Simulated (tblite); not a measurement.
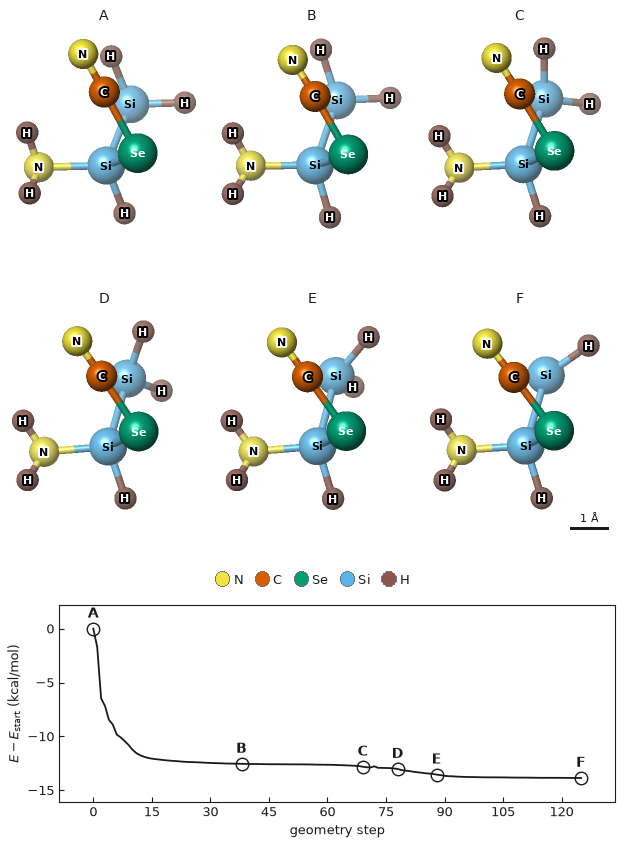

Frames of a relaxation of CH$_{5}$N$_{2}$SeSi$_{2}$ (multiplicity 2), marked on the history of the run. A ball-and-stick model, seen from a free direction.

Level of theory: GFN2-xTB geometry optimisation, gas phase (tblite 0.8.0). 

### Describe the path.

Over 125 geometry steps the energy falls by 13.9 kcal/mol. An H atom moves most after the best rigid fit: 1.78 Å. By element the largest moves are H 1.78 Å, Si 0.43 Å, N 0.37 Å, Se 0.31 Å, C 0.25 Å. Among the contacts that change: Se–Si 2.289 → 2.431 Å, N–Si 1.808 → 1.719 Å, C–Se 1.875 → 1.791 Å, Si–Si 2.228 → 2.286 Å. Bond angles that change, for instance: Si–Si–H 109.2° → 134.3°, Si–N–H 106.4° → 120.2°, Se–Si–H 109.3° → 96.1°. Groups turn about Si–Si by about 95°. The run took 0.68 s on 1 thread of Arm Neoverse V2, on a shared host. From step 0 to 38: an H atom moves most (0.41 Å), energy −12.5 kcal/mol. From step 38 to 69: an H atom moves most (0.52 Å), energy −0.27 kcal/mol. From step 69 to 78: an H atom moves most (0.42 Å), energy −0.21 kcal/mol. From step 78 to 88: an H atom moves most (0.47 Å), energy −0.52 kcal/mol. From step 88 to 125: an H atom moves most (0.37 Å), energy −0.31 kcal/mol.
